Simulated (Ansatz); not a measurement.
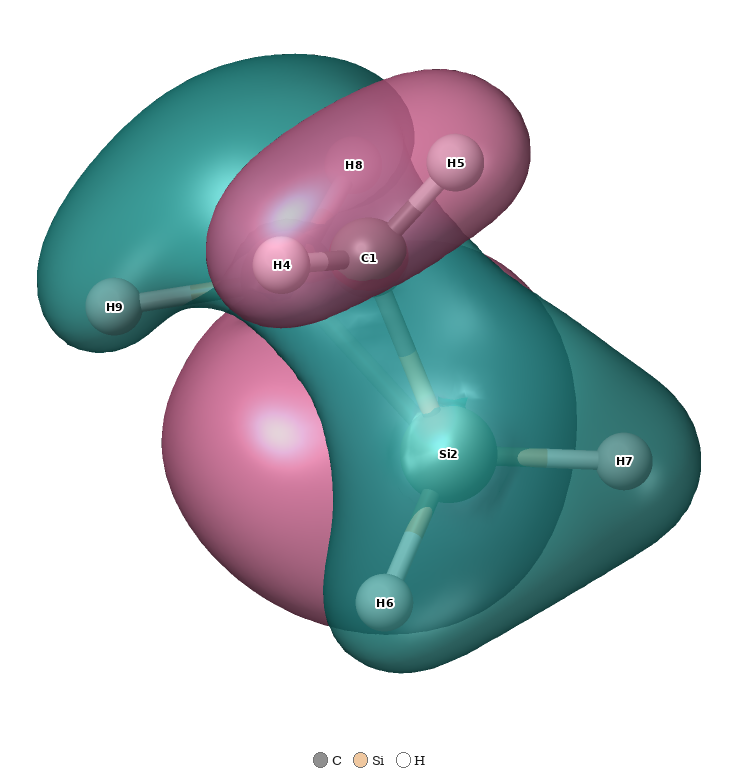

*CH6Si2. The HOMO at ±0.06 Å⁻³ᐟ² (teal and pink are the two phases), seen at an oblique angle.*

Geometry: PBE0-D4/def2-TZVP.

Level of theory: Ansatz 0.2.0, RKS PBE0-D4/def2-TZVPP.

```xyz
9

C    -0.7372    0.0377   -0.6575
Si    0.8877    0.8653   -0.1335
Si   -0.0819   -0.9068    0.8518
H    -1.6512    0.6123   -0.5235
H    -0.7382   -0.4904   -1.6087
H     0.7749    2.2310    0.4302
H     2.0297    0.7148   -1.0655
H     0.3849   -2.2915    0.6063
H    -0.8687   -0.7725    2.1002
```

Describe this orbital and give its energy.

Answer. Its weight (Hirshfeld) is mainly on Si2 (about 35 %), Si3 (about 35 %) and C1 (about 10 %). Its energy is −6.72 eV.
